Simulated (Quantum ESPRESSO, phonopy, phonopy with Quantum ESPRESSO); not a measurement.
# LiF (Fm-3m): phonons against volume, part 8 of 8

Aim: how the vibrations of LiF shift with volume, and the expansion that follows.

What experiment has found for this phase:
- volume expansion coefficient 99.6 1e-6/K and heat capacity C_P per formula unit 42 J/mol/K near room temperature (given in “High-Throughput Prediction of Finite-Temperature Properties using the Quasi-Harmonic Approximation”, 2016, arXiv:1603.06924)
- volume expansion coefficient 106.5 1e-6/K near room temperature (given in “Descriptors for thermal expansion in solids”, 2017, arXiv:1701.03966)

Quantum ESPRESSO 7.5; DFT LDA, scalar-relativistic, plane waves, PseudoDojo norm-conserving pseudopotentials.

So far. Step 24 (Lattice dynamics at this volume, V/V0 0.97): The time given is that of the 2 pw.x runs on displaced cells behind this step.

## 25. Ground state at this cell, V/V0 1.05

A tight ground state at this cell gives the energy of this member; its pressure is the stress at this cutoff, which can carry an offset from the finite basis.

This step: DFT LDA, scalar-relativistic, plane waves, PseudoDojo norm-conserving pseudopotentials (Quantum ESPRESSO 7.5).

System of this step: LiF. The structure is cubic, space group Fm-3m (No. 225). The conventional cell has a = 3.969 Å, b = 3.969 Å, c = 3.969 Å, α = 90.00°, β = 90.00°, γ = 90.00°. Nearest to Li lie 6 F at 1.98 Å. Nearest to F lie 6 Li at 1.98 Å. Farther neighbours and most contacts between anions are not listed.

scf.in

```
&CONTROL
  calculation = 'scf'
  prefix      = 'x'
  outdir      = './tmp'
  pseudo_dir  = './pseudo'
  tprnfor     = .true.
  tstress     = .true.
/
&SYSTEM
  ibrav       = 0
  nat         = 2
  ntyp        = 2
  ecutwfc     = 84.0
  occupations = 'fixed'
  nbnd        = 7
/
&ELECTRONS
  conv_thr         = 1.0d-12
  mixing_beta      = 0.7
  electron_maxstep = 100
/
ATOMIC_SPECIES
 Li      6.9400  Li.upf
 F      18.9984  F.upf
CELL_PARAMETERS angstrom
     0.000000000    1.984443948    1.984443948
     1.984443948    0.000000000    1.984443948
     1.984443948    1.984443948    0.000000000
ATOMIC_POSITIONS crystal
 Li     0.000000000   0.000000000   0.000000000
 F      0.500000000   0.500000000   0.500000000
K_POINTS automatic
 12 12 12 0 0 0
```

Command:

```sh
$ OMP_NUM_THREADS=1 mpirun -n 8 pw.x -nk 8 -in scf.in > scf.out
```

The program printed:

```text
[banner, memory and clock lines left out]
Program PWSCF v.7.5

     Message from routine setup:
     using ibrav=0 with symmetry is DISCOURAGED, use correct ibrav instead

     G-vector sticks info

     bravais-lattice index     =            0
     lattice parameter (alat)  =       5.3034  a.u.
     unit-cell volume          =     105.4734 (a.u.)^3
     number of atoms/cell      =            2
     number of atomic types    =            2
     number of electrons       =        10.00
[...]
atom    2 type  2   force =    -0.00000000    0.00000000    0.00000000

     Total force =     0.000000     Total SCF correction =     0.000000

     Computing stress (Cartesian axis) and pressure

          total   stress  (Ry/bohr**3)                   (kbar)     P=      -38.39
  -0.00026095   0.00000000   0.00000000          -38.39        0.00        0.00
   0.00000000  -0.00026095   0.00000000            0.00      -38.39        0.00
   0.00000000   0.00000000  -0.00026095            0.00        0.00      -38.39

     XML data file, charge density, pseudopotentials, collected wavefunctions
[key lines of the parts left out:]
!    total energy              =     -63.66251000 Ry
convergence has been achieved in  10 iterations
```

Wall time 1.6 s (8 MPI ranks of Arm Neoverse V2, shared host); 12 s of CPU time.

The run ends at a pressure of -3.84 GPa.

## 26. Born charges and dielectric tensor

In a polar crystal the Born charges and ε∞ give the long-range dipole term that a finite supercell misses. They are those of this k-mesh and were not tested on a denser one; where the gap is small they converge slowly, and the LO modes with them.

ph.in

```
phonons
&INPUTPH
  prefix = 'x'
  outdir = './tmp'
  fildyn = 'x.dyn'
  tr2_ph = 1.0d-18
  epsil  = .true.
/
0.000000000 0.000000000 0.000000000
```

scf.in is that of step 25.

Command:

```sh
$ OMP_NUM_THREADS=1 mpirun -n 8 ph.x -nk 8 -in ph.in > ph.out
```

The program printed:

```text
[banner, memory and clock lines left out]
Program PHONON v.7.5

     ./tmp/x.save/

     IMPORTANT: XC functional enforced from input :
     Exchange-correlation= PW
                           (   1   4   0   0   0   0   0)
     Any further DFT definition will be discarded
     Please, verify this is what you really want

     G-vector sticks info

     Reading collected, re-writing distributed wavefunctions in ./tmp/

     Number and degeneracy of irreps per q-point
       N         xq(1)         xq(2)         xq(3)   N irreps
[...]
freq (    1) =       0.046677 [THz] =       1.556987 [cm-1]
     freq (    2) =       0.046677 [THz] =       1.556987 [cm-1]
     freq (    3) =       0.046677 [THz] =       1.556987 [cm-1]
     freq (    4) =       8.975691 [THz] =     299.396811 [cm-1]
     freq (    5) =       8.975691 [THz] =     299.396811 [cm-1]
     freq (    6) =       8.975691 [THz] =     299.396811 [cm-1]
 **************************************************************************

     Mode symmetry, O_h (m-3m)  point group:

     freq (   1-   3) =          1.6  [cm-1]   --> T_1u G_15  G_4- I
     freq (   4-   6) =        299.4  [cm-1]   --> T_1u G_15  G_4- I
```

Run time: 13 s. Hardware: 8 MPI ranks.

The Born charges sum to zero within 1.5e-4 e; the rest is removed before use. Acoustic frequencies in this log differ from zero by the error of the sum rule, which ph.x does not impose.

## 27. Forces on a displaced cell

One atom (for the harmonic constants) or a pair of atoms (for the cubic ones) is moved by a few hundredths of an ångström; the forces on all atoms give a column of force constants. The threshold is tight because the forces are small.

System of this step: LiF. The cell holds 54 atoms: 27 Li and 27 F. Cell: a = 8.419 Å, b = 8.419 Å, c = 8.419 Å, α = 60.0°, β = 60.0°, γ = 60.0°. It derives from LiF, repeated 3×3×3.

disp-00001.in

```
&CONTROL
  calculation = 'scf'
  prefix      = 'x'
  outdir      = './tmp'
  pseudo_dir  = './pseudo'
  tprnfor     = .true.
  disk_io     = 'none'
/
&SYSTEM
  ibrav       = 0
  nat         = 54
  ntyp        = 2
  ecutwfc     = 84.0
  occupations = 'fixed'
  nbnd        = 137
/
&ELECTRONS
  conv_thr         = 1.0d-11
  mixing_beta      = 0.7
  electron_maxstep = 100
/
ATOMIC_SPECIES
 Li      6.9400  Li.upf
 F      18.9984  F.upf
CELL_PARAMETERS angstrom
     0.000000000    5.953331845    5.953331845
     5.953331845    0.000000000    5.953331845
     5.953331845    5.953331845    0.000000000
ATOMIC_POSITIONS crystal
 Li     0.002375499   0.000000000   0.000000000
 Li     0.333333333   0.000000000   0.000000000
 Li     0.666666667   0.000000000   0.000000000
 Li     0.000000000   0.333333333   0.000000000
 Li     0.333333333   0.333333333   0.000000000
 Li     0.666666667   0.333333333   0.000000000
 Li     0.000000000   0.666666667   0.000000000
 Li     0.333333333   0.666666667   0.000000000
 Li     0.666666667   0.666666667   0.000000000
 Li     0.000000000   0.000000000   0.333333333
 Li     0.333333333   0.000000000   0.333333333
 Li     0.666666667   0.000000000   0.333333333
 Li     0.000000000   0.333333333   0.333333333
 Li     0.333333333   0.333333333   0.333333333
 Li     0.666666667   0.333333333   0.333333333
 Li     0.000000000   0.666666667   0.333333333
 Li     0.333333333   0.666666667   0.333333333
 Li     0.666666667   0.666666667   0.333333333
 Li     0.000000000   0.000000000   0.666666667
 Li     0.333333333   0.000000000   0.666666667
 Li     0.666666667   0.000000000   0.666666667
 Li     0.000000000   0.333333333   0.666666667
 Li     0.333333333   0.333333333   0.666666667
 Li     0.666666667   0.333333333   0.666666667
 Li     0.000000000   0.666666667   0.666666667
 Li     0.333333333   0.666666667   0.666666667
 Li     0.666666667   0.666666667   0.666666667
 F      0.166666667   0.166666667   0.166666667
 F      0.500000000   0.166666667   0.166666667
 F      0.833333333   0.166666667   0.166666667
 F      0.166666667   0.500000000   0.166666667
 F      0.500000000   0.500000000   0.166666667
 F      0.833333333   0.500000000   0.166666667
 F      0.166666667   0.833333333   0.166666667
 F      0.500000000   0.833333333   0.166666667
 F      0.833333333   0.833333333   0.166666667
 F      0.166666667   0.166666667   0.500000000
 F      0.500000000   0.166666667   0.500000000
 F      0.833333333   0.166666667   0.500000000
 F      0.166666667   0.500000000   0.500000000
 F      0.500000000   0.500000000   0.500000000
 F      0.833333333   0.500000000   0.500000000
 F      0.166666667   0.833333333   0.500000000
 F      0.500000000   0.833333333   0.500000000
 F      0.833333333   0.833333333   0.500000000
 F      0.166666667   0.166666667   0.833333333
 F      0.500000000   0.166666667   0.833333333
 F      0.833333333   0.166666667   0.833333333
 F      0.166666667   0.500000000   0.833333333
 F      0.500000000   0.500000000   0.833333333
 F      0.833333333   0.500000000   0.833333333
 F      0.166666667   0.833333333   0.833333333
 F      0.500000000   0.833333333   0.833333333
 F      0.833333333   0.833333333   0.833333333
K_POINTS automatic
 3 3 3 0 0 0
```

Command:

```sh
$ OMP_NUM_THREADS=1 mpirun -n 4 pw.x -nk 4 -in disp-00001.in > disp-00001.out
```

The program printed:

```text
[banner, memory and clock lines left out]
Program PWSCF v.7.5

     Message from routine setup:
     using ibrav=0 with symmetry is DISCOURAGED, use correct ibrav instead

     G-vector sticks info

     bravais-lattice index     =            0
     lattice parameter (alat)  =      15.9101  a.u.
     unit-cell volume          =    2847.7829 (a.u.)^3
     number of atoms/cell      =           54
     number of atomic types    =            2
     number of electrons       =       270.00
[...]
atom    1 type  1   force =     0.00000000   -0.00213331   -0.00213331
     atom    2 type  1   force =    -0.00000000    0.00048100    0.00048100
     atom    3 type  1   force =     0.00000000    0.00046951    0.00046951
[...]
atom   53 type  2   force =     0.00017282   -0.00010466   -0.00010466
     atom   54 type  2   force =    -0.00016993   -0.00010398   -0.00010398

     Total force =     0.003654     Total SCF correction =     0.000000
     Message from routine punch:
     Nothing written, as per user request (disk_io='none')
[key lines of the parts left out:]
!    total energy              =   -1718.88771224 Ry
convergence has been achieved in  12 iterations
```

Run time: 7.1 min. Hardware: 4 MPI ranks; 29 min of CPU time.

## 28. Lattice dynamics at this volume, V/V0 1.05

This step: DFT LDA, scalar-relativistic, plane waves, PseudoDojo norm-conserving pseudopotentials (phonopy with Quantum ESPRESSO 4.10.0 / 7.5).

Wall time 7.1 min (8 threads).

No mode is imaginary beyond numerical noise along the path. The highest zone-centre mode (no LO–TO term) moved by -12.7 % for a volume change of +5.0 %.

The time given is that of the 2 pw.x runs on displaced cells behind this step.

## 29. Mode Grüneisen parameters

This step: DFT LDA, scalar-relativistic, plane waves, PseudoDojo norm-conserving pseudopotentials (phonopy 4.10.0).

Numbers from this step:

| Item | Value |
| --- | --- |
| share of modes with a negative Grüneisen parameter | 0 |

Mean Grüneisen, by row:

```csv
T (K),heat-capacity-weighted mean,root mean square
50,1.526,1.642
100,1.632,1.721
200,1.663,1.749
300,1.653,1.739
500,1.64,1.729
800,1.635,1.724
```

Table of mean mode Grueneisen parameter by wavenumber:

```
wavenumber (cm⁻¹)  mean mode Grueneisen parameter
               11                               -
               56                            1.55
               78                             1.5
              123                            1.51
              168                            1.44
              213                            1.54
              235                            1.57
              280                            1.32
              325                            2.01
              347                            2.04
              392                            1.71
              437                            1.54
              459                            1.27
              504                             1.1
              549                           0.985
              594                            0.93
              616                           0.911
              661                           0.912
```

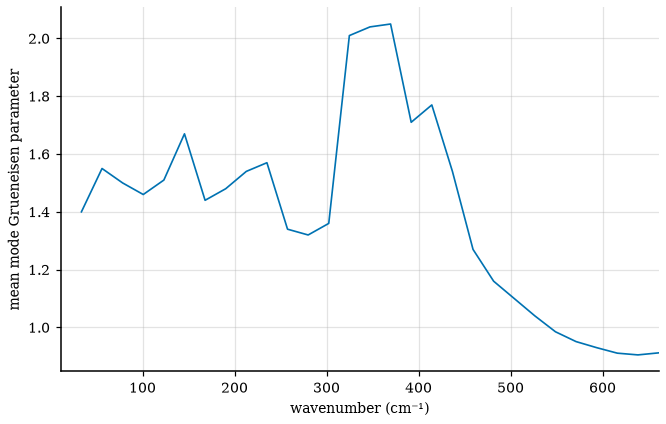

Mean mode Grueneisen parameter against wavenumber.

Volume series, by row:

| V/V0 | V (Å³/atom) | pressure (GPa) | E - E0 (meV/atom) | gap (eV) | zero-point energy (meV/atom) | lowest on the path (cm⁻¹) | highest at Gamma without the LO-TO term (cm⁻¹) |
| --- | --- | --- | --- | --- | --- | --- | --- |
| 0.97 | 7.219 | 2.823 | 1.933 | 10.07 | 68.09 | 0 | 370.4 |
| 0.985 | 7.331 | 1.351 | 0.474 | 9.91 | 66.49 | 0 | 356.6 |
| 1 | 7.443 | -0.009 | 0 | 9.755 | 64.92 | 0 | 343.1 |
| 1.015 | 7.554 | -1.266 | 0.438 | 9.605 | 63.4 | 0 | 329.8 |
| 1.03 | 7.666 | -2.427 | 1.718 | 9.46 | 61.91 | 0 | 316.7 |
| 1.05 | 7.815 | -3.839 | 4.623 | 9.274 | 59.97 | 0 | 299.5 |

Table of optical frequency at Gamma without the LO-TO term, mode 4 by V/V0:

```csv
V/V0,"optical frequency at Gamma without the LO-TO term, mode 4 (cm⁻¹)"
0.9700,370
0.9850,357
1.0000,343
1.0150,330
1.0300,317
1.0500,300
```

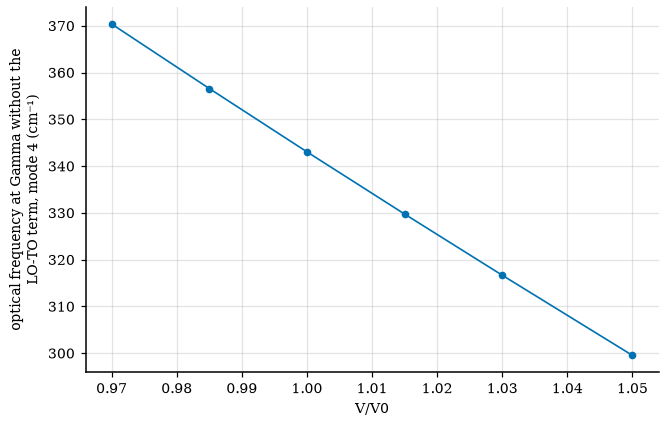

Optical frequency at Gamma without the LO-TO term, mode 4 against V/V0.

Grüneisen at points, by row:

```
point  branch  frequency (cm⁻¹)  mode Grüneisen parameter
    Γ       4               343                      2.61
    Γ       6             671.9                      0.92
    X       1             258.8                      0.59
    X       3               369                      2.53
    X       5             380.6                      1.85
    X       6               468                      1.08
    U       1               257                      1.18
    U       2             326.1                      1.31
    U       3             353.9                      2.36
    U       4             357.1                      1.52
    U       5             442.4                      1.51
    U       6             446.3                       1.4
    K       1               257                      1.18
    K       2             326.1                      1.31
    K       3             353.9                      2.36
    K       4             357.1                      1.52
    K       5             442.4                      1.51
    K       6             446.3                       1.4
    L       1             234.4                      2.06
    L       3             325.3                      2.19
    L       5             401.4                       1.2
    L       6             626.9                       0.9
    W       1             288.7                      1.65
    W       2             335.8                      1.24
    W       4             397.6                      1.62
    W       5             423.6                      1.71
```

## 30. Free-energy fit

The energy (each curve on its own zero) by volume; values in meV/atom:

```
volume (Å³/atom)  static  F at 0 K  F at 300 K  F at 900 K
           7.219    1.93       5.9        7.89        16.9
           7.331    0.47      2.83        4.08         9.6
           7.443       0       0.8        1.28        3.31
           7.554    0.44     -0.29        -0.6       -2.11
           7.666    1.72     -0.51       -1.64       -6.72
           7.815    4.62      0.46       -1.82       -11.8
```

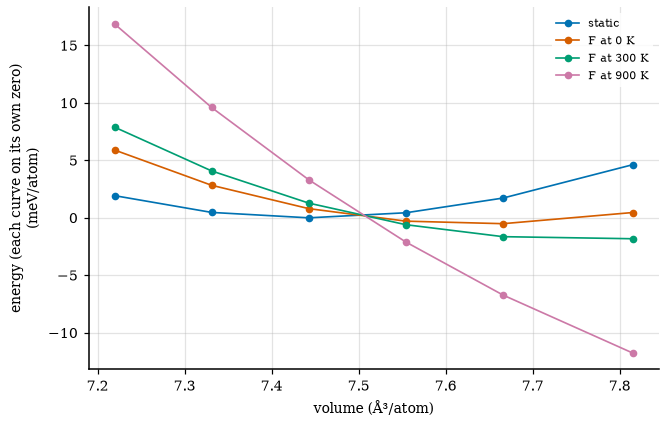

Energy (each curve on its own zero), plotted against volume.

Phonopy-qha, vinet fit of F(V) at each temperature; no electronic free energy. Qha vinet, by row:

```csv
T (K),fitted volume (Å³/atom),alpha_V (1e-6/K),B_T (GPa),C_P (J/mol-atom/K),Grueneisen
75,7.64,15.4,80.83,3.173,1.792
100,7.644,29.64,80.37,6.236,1.748
125,7.652,44.49,79.69,9.346,1.753
150,7.661,57.91,78.85,12.11,1.759
175,7.674,69.41,77.89,14.44,1.763
200,7.688,79.12,76.84,16.37,1.766
225,7.704,87.4,75.74,17.96,1.769
250,7.722,94.57,74.59,19.29,1.771
```

Table of volume expansion coefficient, phonopy-qha, Vinet by temperature:

```
temperature (K)  volume expansion coefficient, phonopy-qha, Vinet (1e-6/K)
           75.0                                                       15.4
          100.0                                                       29.6
          125.0                                                       44.5
          150.0                                                       57.9
          175.0                                                       69.4
          200.0                                                       79.1
          225.0                                                       87.4
          250.0                                                       94.6
```

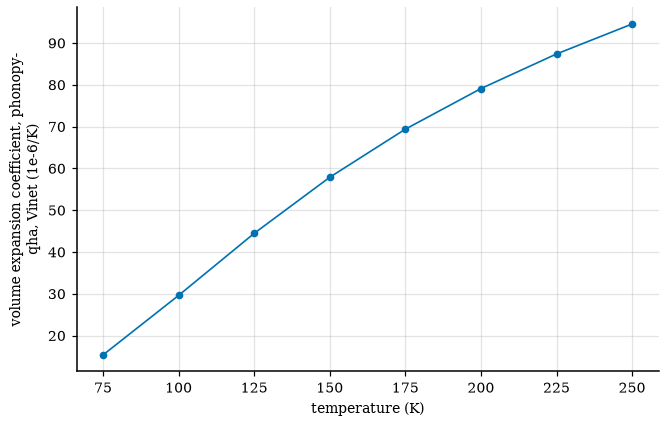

Volume expansion coefficient, phonopy-qha, Vinet, plotted against temperature.

## 31. Summary of results

```json
{
 "mean mode Grüneisen parameter at 300 K": "1.65"
}
```

What this shows: The q-mesh is coarse, and the expansion can converge slowly with it. The table stops at 250 K because beyond it the fitted volume comes within 1 % of the largest computed cell, where the fit loses its support. The heat-capacity-weighted Grüneisen parameter goes from 1.53 at 50 K to 1.64 at 800 K. Weighting γ by the density of states and each mode's heat capacity at 300 K, modes below 230 cm⁻¹ give about 13 % of the sum of γC that drives the expansion, those up to 450 cm⁻¹ 79 % and the rest 7 %. Among the labelled points γ is largest for branch 4 at Γ (343 cm⁻¹, 2.6) and smallest for branch 1 at X (259 cm⁻¹, 0.59). The supercell is small: only its own wavevectors are exact, and branches between them are interpolated and can be misplaced.

[Logs are printed without paths, hosts, clocks, repeated set-up lines and the standing remarks that a program may print on its own settings, such as how far it seeks lower states.]

[Hosts, paths, dates, database ids (printed as entryN), source tags and the programs' standing remarks are cut or masked in the printed files.]

[A step with changed settings may run another functional than the one named; its input shows which.]

[Of the runs on displaced cells, only some may be shown.]
